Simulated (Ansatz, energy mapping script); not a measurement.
# VCl2O monolayer: exchange couplings from total energies, part 2 of 3

Aim: the exchange couplings of VCl2O monolayer from the energies of a few collinear orders, and the ordering temperature that they give.

LDA with U = 0.64 eV on V d, ortho-atomic projectors; plane waves, U on orthogonalised atomic orbitals unless named otherwise, collinear spin, no spin–orbit coupling.

So far. Step 4 (Run 1 (parallel; cell A, 8 atoms)): The run ends ferromagnetic.

### Step 5. Compensated +− start in cell A (8 atoms)

This order reverses 2 of the 2 neighbours at 3.52 Å, 2 of the 2 neighbours at 3.64 Å and 0 of the 4 neighbours at 5.06 Å, counted for an average magnetic atom.

input.yaml

```yaml
crystal:
  lattice:
    - [3.64216, 3.517888, 0.0]
    - [0.0, 7.035776, 0.0]
    - [0.0, 0.0, 18.329395]
  atoms:
    - { symbol: V, position: [0.5, 0.75, 0.5], spin: 2.0 }
    - { symbol: V, position: [0.5, 0.25, 0.5], spin: -2.0 }
    - { symbol: Cl, position: [0.5, 0.0, 0.409179] }
    - { symbol: Cl, position: [0.5, 0.5, 0.409179] }
    - { symbol: Cl, position: [0.5, 0.0, 0.590821] }
    - { symbol: Cl, position: [0.5, 0.5, 0.590821] }
    - { symbol: O, position: [0.0, 0.0, 0.5] }
    - { symbol: O, position: [0.0, 0.5, 0.5] }
magnetization:
  spin_polarized: true
kpoints:
  mp_grid: { grid: [8, 8, 1] }
hamiltonian:
  xc: lda
  hubbard:
    sites:
      - { species: V, l: d, u_eff: 0.64 }
      - { site: 0, l: d, u_eff: 0.64, starting_ns: [{ spin: up, occupation_matrix: v1_major }, { spin: down, occupation_matrix: v1_minor }] }
      - { site: 1, l: d, u_eff: 0.64, starting_ns: [{ spin: up, occupation_matrix: v1_minor }, { spin: down, occupation_matrix: v1_major }] }
    projectors: ortho-atomic
    occupation_matrices:
      v1_major:
        matrix:
          - [0.795, 0.0, 0.0, 0.239, 0.0]
          - [0.0, 0.332, 0.0, 0.0, 0.0]
          - [0.0, 0.0, 0.328, 0.0, 0.0]
          - [0.239, 0.0, 0.0, 0.501, 0.0]
          - [0.0, 0.0, 0.0, 0.0, 0.328]
      v1_minor:
        matrix:
          - [0.135, 0.0, 0.0, -0.1, 0.0]
          - [0.0, 0.219, 0.0, 0.0, 0.0]
          - [0.0, 0.0, 0.278, 0.0, 0.0]
          - [-0.1, 0.0, 0.0, 0.266, 0.0]
          - [0.0, 0.0, 0.0, 0.0, 0.224]
scf:
  occupations: { method: fermi_dirac, width: 0.05 }
output:
  eigenvalues: true
  write_density: true
  write_potential: true
  elf: true
  volumetric_format: npy
```

On the command line:

```console
$ ansatz run input.yaml --threads 4 --pin off --max-ram 8192MiB --backend cpu --events-out ev --progress --plain --runs-dir out
```

Numbers of over 12 decimals in the logs are rounded to 6 here.

Output:

```text
[...]
Crystal: 8 atoms, lattice volume = 469.698 Å³
Basis set: ecut = 420 eV, 9179 PW (Γ)
Bands: 43, of which v1, the nominal top of the filled ones, is band 33 counted from 1 (32 counted from 0)
Symmetry: 8 space group operations
[...]
k-points: 21 of 64
[...]
Starting moments: Σ|m| = 4 μB on 2 of 8 sites
Starting magnetic order: antiferromagnet; a translation exchanges its spin sublattices: spin-degenerate at every k-point
[...]
SCF iter   1: F=—  HF=-11018.229839 eV  |F-HF|=—  |Δ(HF+E_count)|=         —  Δρ=4.20e-2 (↑4.20e-2 ↓4.20e-2)  dr2=2.46e1  dr2_m=2.22e0  M=0.000 μB ∫|m|=2.300 μB  β_m=0.30  ethr=3.10e-3  ⟨swp⟩=8.0  Hψ=3934  notcnv=0  defer=1
[...]
SCF iter  14: F=-11013.541485 eV  HF=-11013.541485 eV  |F-HF|=5.09e-11  |Δ(HF+E_count)|=   2.39e-9  Δρ=3.25e-7 (↑3.25e-7 ↓3.25e-7)  dr2=3.80e-10  dr2_m=3.36e-10  M=0.000 μB ∫|m|=2.299 μB  ethr=8.57e-11  ⟨swp⟩=1.7  Hψ=2423  notcnv=0
SCF 1 converged in 14 iterations: F = -11013.541485 eV  dr2 = 3.80e-10
[...]
SCF converged after 14 iterations
Magnetization: 0.0000 μB (33.0000 up, 33.0000 down)
Absolute magnetization: 2.2933 μB (∫|ρ↑−ρ↓|, with the PAW one-centre terms)
[...]
Per-site moments (μB) at R_I (Å): [(0.743956, 0.7511955), (-0.743956, 0.7511955), (9.625004124495576e-18, 0.998990), (-3.582834885088913e-17, 0.998990), (-1.3860274739885484e-17, 0.998990), (-9.621979952176082e-18, 0.998990), (-2.1839187620517133e-17, 0.7511955), (2.183918762051719e-17, 0.7511955)]
Free energy (F): -11013.541485 eV
[...]
Internal energy: -11013.535294 eV  (E = F + TS)
E sigma→0 (E₀):  -11013.538390 eV
Entropy (-TS):   -0.006191 eV (-0.774 meV/atom)
Fermi energy:    -3.090672 eV
[...]
--- Specified on-site occupations, and those of the state reported ---
  electrons in the specified blocks: 6.8120 specified, 6.8086 found
[...]
--- Band table (eV; the first three rows and the last of 42) ---
  k-point 0 ↑: bands = [... 29 lower, -4.6321, -4.4594, -4.3127, -3.6217, -2.9311, -2.2930, -1.6847, -0.9644, ... 6 higher]
  k-point 1 ↑: bands = [... 29 lower, -4.6720, -4.6322, -4.4251, -3.5374, -2.7797, -2.2880, -1.6310, -1.0179, ... 6 higher]
  k-point 2 ↑: bands = [... 29 lower, -4.6545, -4.5839, -4.3907, -3.4049, -2.4623, -2.2260, -1.5276, -1.1393, ... 6 higher]
  k-point 20 ↓: bands = [... 29 lower, -4.7752, -4.6929, -4.3511, -3.5667, -3.0592, -2.3788, -1.6967, -0.9581, ... 6 higher]
Occupation matrices written to <dir>
```

Run time: 16 s. Hardware: 4 threads of Arm Neoverse V2, shared host; peak memory 1.6 GiB.

Spin moment in the sphere by atom:

```
atom  spin moment in the sphere (μB)
  V1                           0.744
  V2                          -0.744
 Cl3                           0.000
 Cl4                           0.000
 Cl5                           0.000
 Cl6                           0.000
  O7                           0.000
  O8                           0.000
```

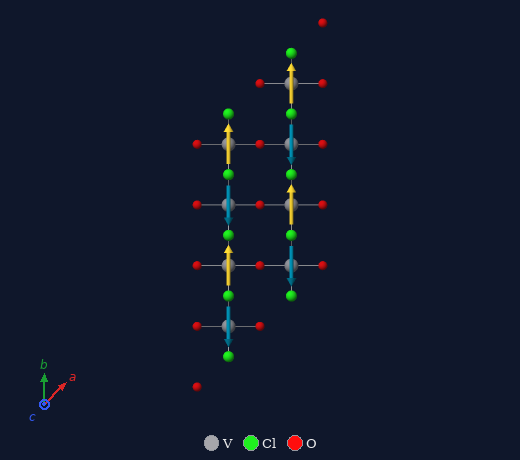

Spin moment in the sphere as arrows, the longest 0.744 μB. Up and down stand for the sign. Arrows give size and sign along the axis of quantisation, drawn up and down the page. The two directions have two colours. Bonds to atoms that aren't drawn are left out. 2×2×1 cells are drawn. Some periodic images of atoms are drawn too.

The run ends antiferromagnetic, 6.20 meV a magnetic atom below the parallel order of its cell (energies taken at zero occupation width, not the printed F).

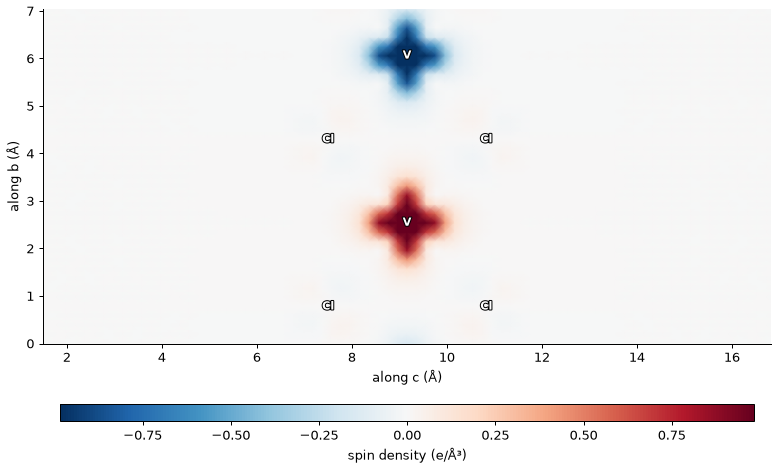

Spin density in the cb plane at fractional x = 0.500, with atoms of V and Cl within 0.2 Å of it. The map starts off the cell's origin, so that atoms lie inside it. The far vacuum is left out of the map.

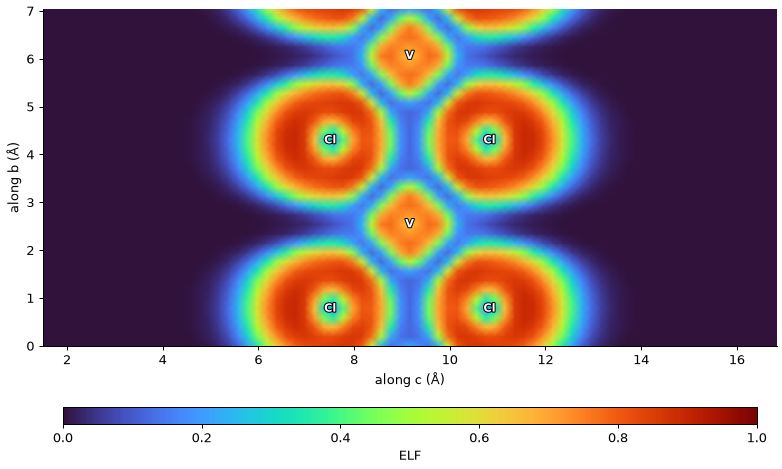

ELF in the cb plane at fractional x = 0.500, with atoms of V and Cl within 0.2 Å of it. It is the smooth field of the valence electrons, not physical close to the nuclei. The map starts off the cell's origin, so that atoms lie inside it. The far vacuum is left out of the map.

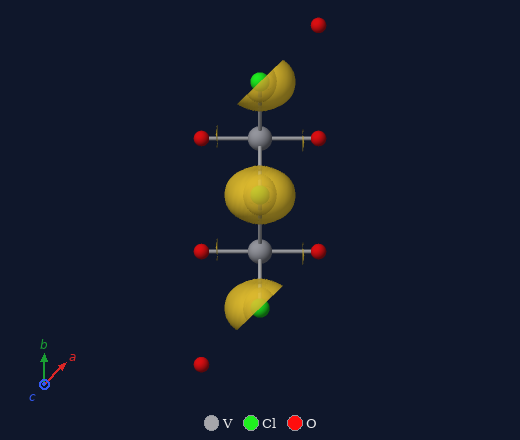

Surface of ELF = 0.83. Bonds to atoms that aren't drawn are left out.

### Step 6. Run 3 (parallel; cell B, 8 atoms)

A new cell needs its own zero of energy.

This run holds the same structure in another cell (a 5.064 → 7.284 Å, b 7.036 → 3.518 Å, γ 46.0 → 90.0°).

input.yaml

```yaml
crystal:
  lattice:
    - [7.28432, 0.0, 0.0]
    - [0.0, 3.517888, 0.0]
    - [0.0, 0.0, 18.329395]
  atoms:
    - { symbol: V, position: [0.25, 0.0, 0.5], spin: 2.0 }
    - { symbol: V, position: [0.75, 0.0, 0.5], spin: 2.0 }
    - { symbol: Cl, position: [0.25, 0.5, 0.409179] }
    - { symbol: Cl, position: [0.75, 0.5, 0.409179] }
    - { symbol: Cl, position: [0.25, 0.5, 0.590821] }
    - { symbol: Cl, position: [0.75, 0.5, 0.590821] }
    - { symbol: O, position: [0.0, 0.0, 0.5] }
    - { symbol: O, position: [0.5, 0.0, 0.5] }
magnetization:
  spin_polarized: true
kpoints:
  mp_grid: { grid: [4, 8, 1] }
hamiltonian:
  xc: lda
  hubbard:
    sites:
      - { species: V, l: d, u_eff: 0.64 }
      - { site: 0, l: d, u_eff: 0.64, starting_ns: [{ spin: up, occupation_matrix: v1_major }, { spin: down, occupation_matrix: v1_minor }] }
      - { site: 1, l: d, u_eff: 0.64, starting_ns: [{ spin: up, occupation_matrix: v1_major }, { spin: down, occupation_matrix: v1_minor }] }
    projectors: ortho-atomic
    occupation_matrices:
      v1_major:
        matrix:
          - [0.795, 0.0, 0.0, 0.239, 0.0]
          - [0.0, 0.332, 0.0, 0.0, 0.0]
          - [0.0, 0.0, 0.328, 0.0, 0.0]
          - [0.239, 0.0, 0.0, 0.501, 0.0]
          - [0.0, 0.0, 0.0, 0.0, 0.328]
      v1_minor:
        matrix:
          - [0.135, 0.0, 0.0, -0.1, 0.0]
          - [0.0, 0.219, 0.0, 0.0, 0.0]
          - [0.0, 0.0, 0.278, 0.0, 0.0]
          - [-0.1, 0.0, 0.0, 0.266, 0.0]
          - [0.0, 0.0, 0.0, 0.0, 0.224]
scf:
  occupations: { method: fermi_dirac, width: 0.05 }
output:
  eigenvalues: true
```

Output:

```text
[...]
Crystal: 8 atoms, lattice volume = 469.698 Å³
Basis set: ecut = 420 eV, 9139 PW (Γ)
Bands: 43, of which v1, the nominal top of the filled ones, is band 33 counted from 1 (32 counted from 0)
Symmetry: 16 space group operations
[...]
k-points: 15 of 32
[...]
Starting moments: Σ|m| = 4 μB on 2 of 8 sites
[...]
k-point 1 ↑: bands = [... 29 lower, -4.7567, -4.7269, -4.4357, -3.4892, -3.4825, -3.0954, -2.6183, -1.2164, ... 6 higher]
  k-point 2 ↑: bands = [... 29 lower, -4.8441, -4.7774, -4.5629, -3.2401, -3.2260, -2.8590, -2.8518, -1.3469, ... 6 higher]
  k-point 14 ↓: bands = [... 29 lower, -5.0215, -4.3054, -4.3054, -1.2607, -1.2607, -1.2585, -1.2585, -1.1939, ... 6 higher]
Occupation matrices written to <dir>
[key lines of the parts left out:]
SCF converged after 16 iterations
Magnetization: 2.0000 μB (34.0000 up, 32.0000 down)
Free energy (F): -11013.542413 eV
Fermi energy:    -3.131399 eV
```

Run time: 17 s. Hardware: 4 threads; peak memory 1.1 GiB.

The run ends ferromagnetic. For each magnetic atom its energy differs from the parallel run of the first cell by -2.02 meV, an error that one common reference would have brought in.

### Step 7. Run 4 (compensated +−; cell B, 8 atoms)

This order reverses 0 of the 2 neighbours at 3.52 Å, 2 of the 2 neighbours at 3.64 Å and 4 of the 4 neighbours at 5.06 Å, counted for an average magnetic atom.

Edit input.yaml of step 6 so:

```diff
@@ -7,3 +7,3 @@
     - { symbol: V, position: [0.25, 0.0, 0.5], spin: 2.0 }
-    - { symbol: V, position: [0.75, 0.0, 0.5], spin: 2.0 }
+    - { symbol: V, position: [0.75, 0.0, 0.5], spin: -2.0 }
     - { symbol: Cl, position: [0.25, 0.5, 0.409179] }
@@ -24,3 +24,3 @@
       - { site: 0, l: d, u_eff: 0.64, starting_ns: [{ spin: up, occupation_matrix: v1_major }, { spin: down, occupation_matrix: v1_minor }] }
-      - { site: 1, l: d, u_eff: 0.64, starting_ns: [{ spin: up, occupation_matrix: v1_major }, { spin: down, occupation_matrix: v1_minor }] }
+      - { site: 1, l: d, u_eff: 0.64, starting_ns: [{ spin: up, occupation_matrix: v1_minor }, { spin: down, occupation_matrix: v1_major }] }
     projectors: ortho-atomic
```

Output:

```text
[...]
Crystal: 8 atoms, lattice volume = 469.698 Å³
Basis set: ecut = 420 eV, 9139 PW (Γ)
Bands: 43, of which v1, the nominal top of the filled ones, is band 33 counted from 1 (32 counted from 0)
Symmetry: 8 space group operations
[...]
k-points: 15 of 32
[...]
Starting moments: Σ|m| = 4 μB on 2 of 8 sites
[...]
k-point 1 ↑: bands = [... 29 lower, -4.7701, -4.7697, -4.4347, -3.5079, -2.7890, -2.3622, -1.7354, -1.1721, ... 6 higher]
  k-point 2 ↑: bands = [... 29 lower, -4.7839, -4.7341, -4.6221, -3.2550, -2.5920, -2.5879, -1.3591, -1.2887, ... 6 higher]
  k-point 14 ↓: bands = [... 29 lower, -5.0092, -4.2856, -4.2744, -3.3038, -1.8926, -1.8782, -1.3214, -1.3195, ... 6 higher]
Occupation matrices written to <dir>
[key lines of the parts left out:]
SCF converged after 16 iterations
Magnetization: 0.0000 μB (33.0000 up, 33.0000 down)
Free energy (F): -11013.514985 eV
Fermi energy:    -3.071224 eV
```

Wall time 10 s (4 threads); peak memory 1.1 GiB; 39 s of CPU time.

The run ends antiferromagnetic, 9.99 meV a magnetic atom above the parallel order of its cell (energies taken at zero occupation width, not the printed F).

### Step 8. Run 5 (parallel; cell C, 8 atoms)

A new cell needs its own zero of energy.

This run holds the same structure in another cell (a 7.284 → 3.642 Å, b 3.518 → 7.036 Å).

input.yaml

```yaml
crystal:
  lattice:
    - [3.64216, 0.0, 0.0]
    - [0.0, 7.035776, 0.0]
    - [0.0, 0.0, 18.329395]
  atoms:
    - { symbol: V, position: [0.5, 0.0, 0.5], spin: 2.0 }
    - { symbol: V, position: [0.5, 0.5, 0.5], spin: 2.0 }
    - { symbol: Cl, position: [0.5, 0.25, 0.409179] }
    - { symbol: Cl, position: [0.5, 0.75, 0.409179] }
    - { symbol: Cl, position: [0.5, 0.25, 0.590821] }
    - { symbol: Cl, position: [0.5, 0.75, 0.590821] }
    - { symbol: O, position: [0.0, 0.0, 0.5] }
    - { symbol: O, position: [0.0, 0.5, 0.5] }
magnetization:
  spin_polarized: true
kpoints:
  mp_grid: { grid: [8, 4, 1] }
hamiltonian:
  xc: lda
  hubbard:
    sites:
      - { species: V, l: d, u_eff: 0.64 }
      - { site: 0, l: d, u_eff: 0.64, starting_ns: [{ spin: up, occupation_matrix: v1_major }, { spin: down, occupation_matrix: v1_minor }] }
      - { site: 1, l: d, u_eff: 0.64, starting_ns: [{ spin: up, occupation_matrix: v1_major }, { spin: down, occupation_matrix: v1_minor }] }
    projectors: ortho-atomic
    occupation_matrices:
      v1_major:
        matrix:
          - [0.795, 0.0, 0.0, 0.239, 0.0]
          - [0.0, 0.332, 0.0, 0.0, 0.0]
          - [0.0, 0.0, 0.328, 0.0, 0.0]
          - [0.239, 0.0, 0.0, 0.501, 0.0]
          - [0.0, 0.0, 0.0, 0.0, 0.328]
      v1_minor:
        matrix:
          - [0.135, 0.0, 0.0, -0.1, 0.0]
          - [0.0, 0.219, 0.0, 0.0, 0.0]
          - [0.0, 0.0, 0.278, 0.0, 0.0]
          - [-0.1, 0.0, 0.0, 0.266, 0.0]
          - [0.0, 0.0, 0.0, 0.0, 0.224]
scf:
  occupations: { method: fermi_dirac, width: 0.05 }
output:
  eigenvalues: true
```

Output:

```text
[...]
Crystal: 8 atoms, lattice volume = 469.698 Å³
Basis set: ecut = 420 eV, 9131 PW (Γ)
Bands: 43, of which v1, the nominal top of the filled ones, is band 33 counted from 1 (32 counted from 0)
Symmetry: 16 space group operations
[...]
k-points: 15 of 32
[...]
Starting moments: Σ|m| = 4 μB on 2 of 8 sites
[...]
k-point 1 ↑: bands = [... 29 lower, -4.6184, -4.5255, -4.4357, -3.4892, -3.2286, -3.1878, -3.0954, -2.6515, ... 6 higher]
  k-point 2 ↑: bands = [... 29 lower, -4.7774, -4.5629, -4.5629, -3.2260, -3.2260, -2.8590, -2.8590, -2.8518, ... 6 higher]
  k-point 14 ↓: bands = [... 29 lower, -5.1617, -5.0398, -5.0398, -1.3489, -1.3489, -0.6636, -0.6636, -0.2929, ... 6 higher]
Occupation matrices written to <dir>
[key lines of the parts left out:]
SCF converged after 16 iterations
Magnetization: 2.0000 μB (34.0000 up, 32.0000 down)
Free energy (F): -11013.542413 eV
Fermi energy:    -3.131399 eV
```

It took 17 s on 4 threads; peak memory 1.2 GiB; 68 s of CPU time.

The run ends ferromagnetic. For each magnetic atom its energy differs from the parallel run of the first cell by -2.02 meV, an error that one common reference would have brought in.

### Step 9. Compensated +− start in cell C (8 atoms)

This order reverses 2 of the 2 neighbours at 3.52 Å, 0 of the 2 neighbours at 3.64 Å and 4 of the 4 neighbours at 5.06 Å, counted for an average magnetic atom.

Edit input.yaml of step 8 so:

```diff
@@ -7,3 +7,3 @@
     - { symbol: V, position: [0.5, 0.0, 0.5], spin: 2.0 }
-    - { symbol: V, position: [0.5, 0.5, 0.5], spin: 2.0 }
+    - { symbol: V, position: [0.5, 0.5, 0.5], spin: -2.0 }
     - { symbol: Cl, position: [0.5, 0.25, 0.409179] }
@@ -24,3 +24,3 @@
       - { site: 0, l: d, u_eff: 0.64, starting_ns: [{ spin: up, occupation_matrix: v1_major }, { spin: down, occupation_matrix: v1_minor }] }
-      - { site: 1, l: d, u_eff: 0.64, starting_ns: [{ spin: up, occupation_matrix: v1_major }, { spin: down, occupation_matrix: v1_minor }] }
+      - { site: 1, l: d, u_eff: 0.64, starting_ns: [{ spin: up, occupation_matrix: v1_minor }, { spin: down, occupation_matrix: v1_major }] }
     projectors: ortho-atomic
```

Output:

```text
[...]
Crystal: 8 atoms, lattice volume = 469.698 Å³
Basis set: ecut = 420 eV, 9131 PW (Γ)
Bands: 43, of which v1, the nominal top of the filled ones, is band 33 counted from 1 (32 counted from 0)
Symmetry: 8 space group operations
[...]
k-points: 15 of 32
[...]
Starting moments: Σ|m| = 4 μB on 2 of 8 sites
[...]
k-point 1 ↑: bands = [... 29 lower, -4.6831, -4.5075, -4.4442, -3.3921, -2.9903, -2.9432, -2.2410, -2.1772, ... 6 higher]
  k-point 2 ↑: bands = [... 29 lower, -4.6910, -4.6776, -4.5838, -3.2506, -2.8711, -2.8537, -2.2883, -2.2452, ... 6 higher]
  k-point 14 ↓: bands = [... 29 lower, -5.1750, -5.0521, -5.0479, -3.2580, -1.3896, -1.2445, -0.9106, -0.8719, ... 6 higher]
Occupation matrices written to <dir>
[key lines of the parts left out:]
SCF converged after 16 iterations
Magnetization: 0.0000 μB (33.0000 up, 33.0000 down)
Free energy (F): -11013.546558 eV
Fermi energy:    -3.133348 eV
```

The job ended after 10 s (4 threads; peak memory 1.1 GiB).

The run ends antiferromagnetic, 4.83 meV a magnetic atom below the parallel order of its cell (energies taken at zero occupation width, not the printed F).

### Step 10. Order 7: parallel, cell D of 12 atoms

A new cell needs its own zero of energy.

input.yaml

```yaml
crystal:
  lattice:
    - [10.92648, 0.0, 0.0]
    - [0.0, 3.517888, 0.0]
    - [0.0, 0.0, 18.329395]
  atoms:
    - { symbol: V, position: [0.166666667, 0.0, 0.5], spin: 2.0 }
    - { symbol: V, position: [0.5, 0.0, 0.5], spin: 2.0 }
    - { symbol: V, position: [0.833333333, 0.0, 0.5], spin: 2.0 }
    - { symbol: Cl, position: [0.166666667, 0.5, 0.409179] }
    - { symbol: Cl, position: [0.5, 0.5, 0.409179] }
    - { symbol: Cl, position: [0.833333333, 0.5, 0.409179] }
    - { symbol: Cl, position: [0.166666667, 0.5, 0.590821] }
    - { symbol: Cl, position: [0.5, 0.5, 0.590821] }
    - { symbol: Cl, position: [0.833333333, 0.5, 0.590821] }
    - { symbol: O, position: [0.0, 0.0, 0.5] }
    - { symbol: O, position: [0.333333333, 0.0, 0.5] }
    - { symbol: O, position: [0.666666667, 0.0, 0.5] }
magnetization:
  spin_polarized: true
kpoints:
  mp_grid: { grid: [3, 8, 1] }
hamiltonian:
  xc: lda
  hubbard:
    sites:
      - { species: V, l: d, u_eff: 0.64 }
      - { site: 0, l: d, u_eff: 0.64, starting_ns: [{ spin: up, occupation_matrix: v1_major }, { spin: down, occupation_matrix: v1_minor }] }
      - { site: 1, l: d, u_eff: 0.64, starting_ns: [{ spin: up, occupation_matrix: v1_major }, { spin: down, occupation_matrix: v1_minor }] }
      - { site: 2, l: d, u_eff: 0.64, starting_ns: [{ spin: up, occupation_matrix: v1_major }, { spin: down, occupation_matrix: v1_minor }] }
    projectors: ortho-atomic
    occupation_matrices:
      v1_major:
        matrix:
          - [0.795, 0.0, 0.0, 0.239, 0.0]
          - [0.0, 0.332, 0.0, 0.0, 0.0]
          - [0.0, 0.0, 0.328, 0.0, 0.0]
          - [0.239, 0.0, 0.0, 0.501, 0.0]
          - [0.0, 0.0, 0.0, 0.0, 0.328]
      v1_minor:
        matrix:
          - [0.135, 0.0, 0.0, -0.1, 0.0]
          - [0.0, 0.219, 0.0, 0.0, 0.0]
          - [0.0, 0.0, 0.278, 0.0, 0.0]
          - [-0.1, 0.0, 0.0, 0.266, 0.0]
          - [0.0, 0.0, 0.0, 0.0, 0.224]
scf:
  occupations: { method: fermi_dirac, width: 0.05 }
output:
  eigenvalues: true
```

Output:

```text
[...]
Crystal: 12 atoms, lattice volume = 704.548 Å³
Basis set: ecut = 420 eV, 13703 PW (Γ)
Bands: 65, of which v1, the nominal top of the filled ones, is band 50 counted from 1 (49 counted from 0)
Symmetry: 24 space group operations
[...]
k-points: 10 of 24
[...]
Starting moments: Σ|m| = 6 μB on 3 of 12 sites
[...]
k-point 1 ↑: bands = [... 46 lower, -4.5187, -4.4367, -3.4980, -3.4980, -3.4915, -3.0951, -2.6178, -1.3839, ... 11 higher]
  k-point 2 ↑: bands = [... 46 lower, -4.7466, -4.5647, -3.2507, -3.2507, -3.2283, -2.8583, -2.8516, -1.3691, ... 11 higher]
  k-point 9 ↓: bands = [... 46 lower, -4.4452, -4.2846, -2.1995, -1.8578, -1.4571, -1.4134, -1.2501, -1.1976, ... 11 higher]
Occupation matrices written to <dir>
[key lines of the parts left out:]
SCF converged after 16 iterations
Magnetization: 3.0000 μB (51.0000 up, 48.0000 down)
Free energy (F): -16520.311143 eV
Fermi energy:    -3.128235 eV
```

It took 27 s on 4 threads; peak memory 1.8 GiB; 1.7 min of CPU time.

The run ends ferromagnetic. For each magnetic atom its energy differs from the parallel run of the first cell by -1.61 meV, an error that one common reference would have brought in.

(Part 2 of 3 ends here.)

[Logs and program files are shortened in this print: banners, set-up blocks, solver, clock and traceback lines can be left out without a mark of their own.]

[Logs are printed without paths, hosts, clocks, repeated set-up lines and the standing remarks that a program may print on its own settings, such as how far it seeks lower states.]

[Hosts, paths, dates, database ids (printed as entryN), source tags and the programs' standing remarks are cut or masked in the printed files.]

[Where a cell is said to come from a database of computed structures, the database is the Materials Project.]
